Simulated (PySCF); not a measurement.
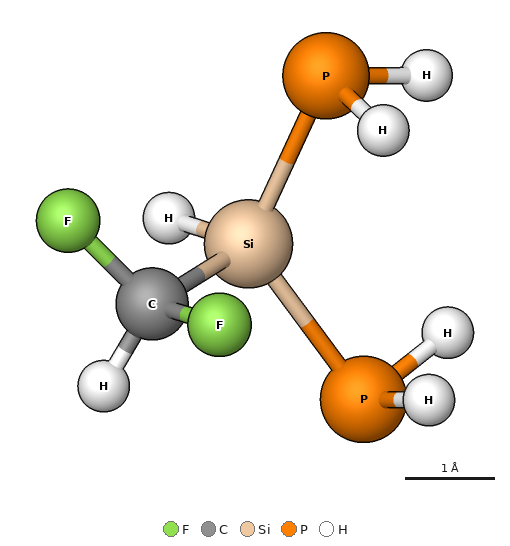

Fig. 1: The input geometry (ball-and-stick view, seen at a tilt). Bond lengths as drawn: C–F 1.37 to 1.39 Å, C–H 1.10 Å, C–Si 1.91 Å, H–P 1.38 to 1.42 Å, H–Si 1.46 Å and P–Si 2.26 to 2.27 Å.

## Run report: CH6F2P2Si, geometry relaxation

- system: CH6F2P2Si, SMILES FC(F)[SiH](P)P
- method: PBE0-D3(BJ)/def2-SVP geometry optimisation, gas phase (PySCF 2.14.0)

It belongs to a series of runs on one base structure; here: H on Si replaced by CHF2.

## The input
```
{"job": {"xc": "PBE0", "basis": "def2-SVP", "d3": "d3bj", "grid": 1, "shake": 0.01, "kind": "geom"}, "charge": 0, "multiplicity": 1}
F      2.559290    -0.333410     0.759940
C      1.600540     0.552850     0.280080
F      1.114190     1.234640     1.358080
Si     0.184250    -0.410020    -0.566370
P     -1.125770     1.213660    -1.472450
P     -0.586370    -1.808650     1.037660
H      2.135940     1.284820    -0.351060
H      0.800120    -1.162020    -1.656600
H     -1.577230     1.712620    -0.224450
H     -2.241260     0.413280    -1.620340
H     -1.874640    -1.929520     0.526490
H     -0.949380    -0.796540     1.920000
```

The first line tells a small driver script what to run in PySCF; the rest is the geometry in Å.

Launch command:
```bash
OMP_NUM_THREADS=1 python <driver script> task.json out
```

## The program's output
```
step   0  E = -1212.49650328  max force = 0.019576
step   1  E = -1212.50033035  max force = 0.005389
step   2  E = -1212.50056793  max force = 0.001914
step   3  E = -1212.50064599  max force = 0.000711
step   4  E = -1212.50070072  max force = 0.001076
step   5  E = -1212.50073208  max force = 0.000919
step   6  E = -1212.50078374  max force = 0.000708
step   7  E = -1212.50084351  max force = 0.000573
step   8  E = -1212.50088061  max force = 0.000503
step   9  E = -1212.50088967  max force = 0.000309
optimisation converged
```

## Trajectory as extended XYZ (Å, eV, eV/Å), 9 of the 10 frames kept, from step=0 to step=9
```
12
Properties=species:S:1:pos:R:3:forces:R:3 step=0 energy=-32993.71040
F     2.5593   -0.3334    0.7599   -0.7758   0.5638  -0.4068
C     1.6005    0.5528    0.2801    1.0066  -0.3041   0.8552
F     1.1142    1.2346    1.3581   -0.0320  -0.0833  -0.1601
Si    0.1842   -0.4100   -0.5664   -0.4278   0.3942   0.3988
P    -1.1258    1.2137   -1.4725    0.8517   0.5107  -0.0133
P    -0.5864   -1.8087    1.0377    0.9454  -0.6483  -0.1795
H     2.1359    1.2848   -0.3511   -0.0589  -0.0442  -0.1202
H     0.8001   -1.1620   -1.6566    0.1649  -0.3765  -0.4643
H    -1.5772    1.7126   -0.2245    0.0490   0.0789   0.2496
H    -2.2413    0.4133   -1.6203   -0.8486  -0.7094  -0.2194
H    -1.8746   -1.9295    0.5265   -0.7526  -0.0864  -0.4171
H    -0.9494   -0.7965    1.9200   -0.1219   0.7046   0.4769
12
Properties=species:S:1:pos:R:3:forces:R:3 step=1 energy=-32993.81454
F     2.3960   -0.3791    1.0064    0.1327   0.0166  -0.0047
C     1.6277    0.5267    0.3558   -0.2771   0.0799   0.0736
F     1.0554    1.3396    1.2957    0.0915  -0.0208  -0.0742
Si    0.2084   -0.3928   -0.5774    0.0356  -0.0538  -0.0302
P    -1.0729    1.2290   -1.5063   -0.1709  -0.0753   0.0858
P    -0.6297   -1.7922    0.9913   -0.1407   0.0503   0.0703
H     2.2757    1.1596   -0.2794    0.0445  -0.0604   0.0352
H     0.8259   -1.2116   -1.6661   -0.0341   0.0418  -0.0023
H    -1.5026    1.7088   -0.2272    0.0234  -0.0239  -0.0625
H    -2.2181    0.3765   -1.6714    0.1560   0.0847  -0.0030
H    -1.9365   -1.8805    0.4051    0.1179   0.0448   0.0163
H    -0.9861   -0.7108    1.8654    0.0214  -0.0838  -0.1043
12
Properties=species:S:1:pos:R:3:forces:R:3 step=2 energy=-32993.82100
F     2.4171   -0.3671    1.0036    0.0170  -0.0321   0.0274
C     1.6271    0.5272    0.3604   -0.0554   0.0984   0.0321
F     1.0703    1.3484    1.2994    0.0258  -0.0552  -0.0450
Si    0.2075   -0.3961   -0.5702    0.0623  -0.0232   0.0260
P    -1.0767    1.2246   -1.4933   -0.0208  -0.0001   0.0355
P    -0.6424   -1.7951    0.9908   -0.0272  -0.0113   0.0214
H     2.2748    1.1537   -0.2801   -0.0081  -0.0097  -0.0430
H     0.8206   -1.2069   -1.6647   -0.0079   0.0203  -0.0135
H    -1.5144    1.6916   -0.2161   -0.0104  -0.0011  -0.0023
H    -2.2052    0.3657   -1.6727    0.0224   0.0030  -0.0145
H    -1.9351   -1.8621    0.3840    0.0072   0.0077  -0.0117
H    -1.0004   -0.7109    1.8509   -0.0050   0.0034  -0.0123
12
Properties=species:S:1:pos:R:3:forces:R:3 step=3 energy=-32993.82313
F     2.4298   -0.3610    1.0030   -0.0132  -0.0038   0.0084
C     1.6310    0.5295    0.3622    0.0099   0.0244   0.0007
F     1.0805    1.3521    1.3003    0.0112  -0.0168  -0.0133
Si    0.2117   -0.3972   -0.5618    0.0366  -0.0179   0.0266
P    -1.0772    1.2236   -1.4769    0.0329   0.0351   0.0142
P    -0.6530   -1.7970    0.9909    0.0159  -0.0201   0.0009
H     2.2720    1.1509   -0.2904   -0.0088   0.0051  -0.0156
H     0.8233   -1.1987   -1.6629   -0.0018   0.0037  -0.0156
H    -1.5314    1.6747   -0.2006   -0.0193  -0.0024   0.0112
H    -2.1919    0.3560   -1.6782   -0.0279  -0.0251  -0.0170
H    -1.9356   -1.8511    0.3649   -0.0239  -0.0069  -0.0170
H    -1.0159   -0.7087    1.8413   -0.0114   0.0246   0.0165
12
Properties=species:S:1:pos:R:3:forces:R:3 step=4 energy=-32993.82462
F     2.4454   -0.3534    1.0021   -0.0241   0.0088  -0.0081
C     1.6388    0.5333    0.3638    0.0553  -0.0345  -0.0217
F     1.0981    1.3590    1.3015   -0.0165   0.0214   0.0189
Si    0.2177   -0.3969   -0.5511   -0.0026  -0.0041   0.0121
P    -1.0786    1.2252   -1.4550    0.0359   0.0381   0.0051
P    -0.6646   -1.7994    0.9907    0.0250  -0.0011  -0.0046
H     2.2722    1.1499   -0.3013   -0.0056   0.0085   0.0017
H     0.8275   -1.1869   -1.6617   -0.0031  -0.0070  -0.0051
H    -1.5618    1.6487   -0.1798   -0.0169  -0.0082   0.0075
H    -2.1771    0.3460   -1.6931   -0.0248  -0.0219  -0.0117
H    -1.9374   -1.8452    0.3428   -0.0149  -0.0116  -0.0086
H    -1.0369   -0.7070    1.8330   -0.0076   0.0117   0.0145
12
Properties=species:S:1:pos:R:3:forces:R:3 step=6 energy=-32993.82688
F     2.4610   -0.3462    0.9980    0.0028   0.0095  -0.0035
C     1.6522    0.5407    0.3642    0.0136  -0.0364  -0.0166
F     1.1234    1.3726    1.3032   -0.0142   0.0171   0.0143
Si    0.2222   -0.3873   -0.5374   -0.0331   0.0255  -0.0167
P    -1.0845    1.2406   -1.4198   -0.0060  -0.0067   0.0081
P    -0.6640   -1.8007    0.9926    0.0109   0.0206   0.0033
H     2.2782    1.1529   -0.3123    0.0063   0.0002   0.0138
H     0.8248   -1.1638   -1.6622   -0.0101  -0.0113   0.0056
H    -1.6338    1.5950   -0.1494   -0.0020  -0.0057  -0.0057
H    -2.1481    0.3403   -1.7398    0.0173   0.0080  -0.0007
H    -1.9270   -1.8593    0.3236    0.0126  -0.0046   0.0061
H    -1.0612   -0.7116    1.8309    0.0021  -0.0161  -0.0079
12
Properties=species:S:1:pos:R:3:forces:R:3 step=7 energy=-32993.82850
F     2.4668   -0.3426    0.9944    0.0155   0.0022   0.0022
C     1.6585    0.5459    0.3634   -0.0173  -0.0090  -0.0011
F     1.1347    1.3802    1.3045   -0.0041   0.0002  -0.0003
Si    0.2212   -0.3769   -0.5316   -0.0262   0.0294  -0.0229
P    -1.0921    1.2546   -1.3980   -0.0202  -0.0256   0.0074
P    -0.6514   -1.8006    0.9954    0.0022   0.0173   0.0067
H     2.2830    1.1574   -0.3152    0.0090  -0.0041   0.0107
H     0.8151   -1.1481   -1.6650   -0.0107  -0.0076   0.0057
H    -1.6871    1.5582   -0.1351    0.0039  -0.0011  -0.0085
H    -2.1267    0.3422   -1.7766    0.0258   0.0170   0.0045
H    -1.9110   -1.8783    0.3214    0.0171   0.0001   0.0087
H    -1.0680   -0.7189    1.8344    0.0049  -0.0188  -0.0131
12
Properties=species:S:1:pos:R:3:forces:R:3 step=8 energy=-32993.82951
F     2.4689   -0.3394    0.9907    0.0149  -0.0051   0.0037
C     1.6612    0.5507    0.3621   -0.0259   0.0150   0.0102
F     1.1391    1.3844    1.3057    0.0030  -0.0099  -0.0096
Si    0.2182   -0.3665   -0.5297   -0.0076   0.0167  -0.0160
P    -1.1013    1.2659   -1.3826   -0.0166  -0.0228   0.0037
P    -0.6333   -1.8004    0.9983   -0.0020   0.0056   0.0056
H     2.2862    1.1631   -0.3149    0.0059  -0.0037   0.0036
H     0.8028   -1.1353   -1.6696   -0.0066  -0.0011   0.0018
H    -1.7303    1.5303   -0.1277    0.0042   0.0021  -0.0049
H    -2.1106    0.3456   -1.8061    0.0160   0.0120   0.0050
H    -1.8923   -1.8979    0.3262    0.0105   0.0016   0.0055
H    -1.0655   -0.7273    1.8395    0.0042  -0.0104  -0.0085
12
Properties=species:S:1:pos:R:3:forces:R:3 step=9 energy=-32993.82976
F     2.4680   -0.3379    0.9885    0.0061  -0.0044   0.0017
C     1.6599    0.5531    0.3611   -0.0147   0.0159   0.0079
F     1.1361    1.3841    1.3063    0.0040  -0.0081  -0.0074
Si    0.2165   -0.3627   -0.5316    0.0030   0.0030  -0.0051
P    -1.1064    1.2678   -1.3805   -0.0062  -0.0092   0.0013
P    -0.6226   -1.8007    0.9991   -0.0012  -0.0015   0.0019
H     2.2859    1.1673   -0.3131    0.0014  -0.0008   0.0001
H     0.7973   -1.1314   -1.6734   -0.0020   0.0025  -0.0014
H    -1.7409    1.5253   -0.1273    0.0012   0.0019  -0.0003
H    -2.1093    0.3453   -1.8116    0.0032   0.0026   0.0021
H    -1.8832   -1.9059    0.3322    0.0027   0.0004   0.0013
H    -1.0581   -0.7311    1.8421    0.0023  -0.0023  -0.0022
```

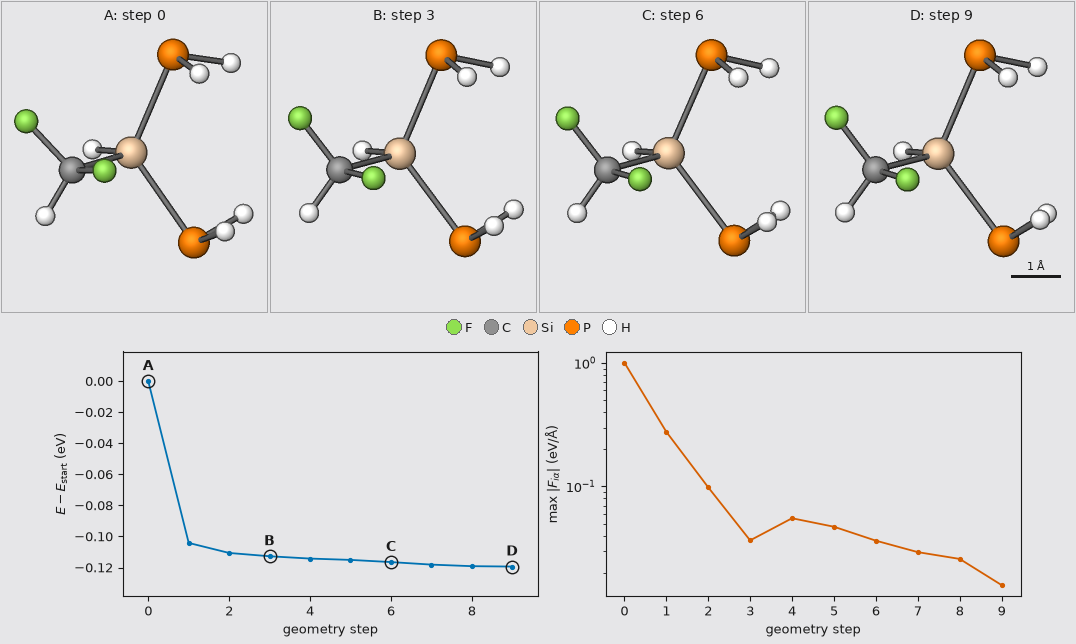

Fig. 2: Frames of the relaxation (ball-and-stick view, seen at a tilt) above the curves, on which the letters mark them (steps are counted from 0).

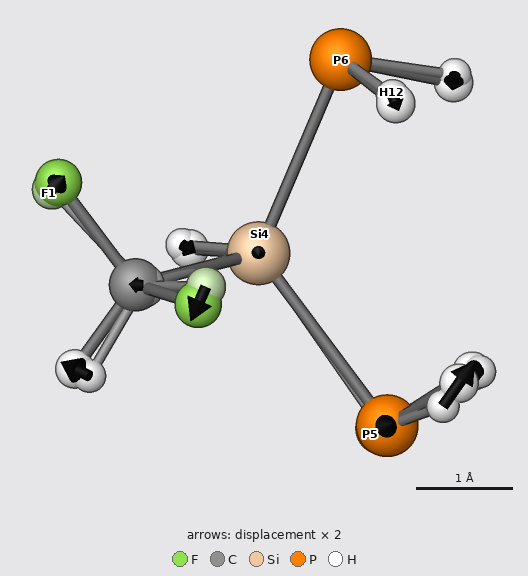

Fig. 3: Start (faint) and end (solid) with the displacements as black arrows, magnified 2 times (ball-and-stick view, seen at a tilt). The two geometries are laid on each other by the best rigid fit. The largest move after the best rigid fit is that of H9, 0.30 Å. By element the largest moves are H 0.30 Å, F 0.20 Å, P 0.15 Å, C 0.08 Å, Si 0.05 Å. Among the contacts that change: P5–H10 1.381 → 1.429 Å, P6–H11 1.391 → 1.430 Å, F1–C2 1.391 → 1.357 Å, Si4–H8 1.461 → 1.494 Å. Among the angles that change: Si4–P6–H12 95.1° → 92.1°, Si4–P6–H11 96.2° → 93.3°, Si4–C2–H7 116.1° → 113.9°. The energy falls by 0.119 eV in 9 geometry steps. The largest force component goes from 1 to 0.016 eV/Å. (Atoms are counted from 1 in the order of the input.)

## Summary

```tsv
quantity	value
outcome	converged
total energy	−1212.500890 hartree
dipole moment	1.88 D
point group	C1
hardware	1 CPU thread, shared host
wall time	69 s
peak memory	0.54 GiB
```
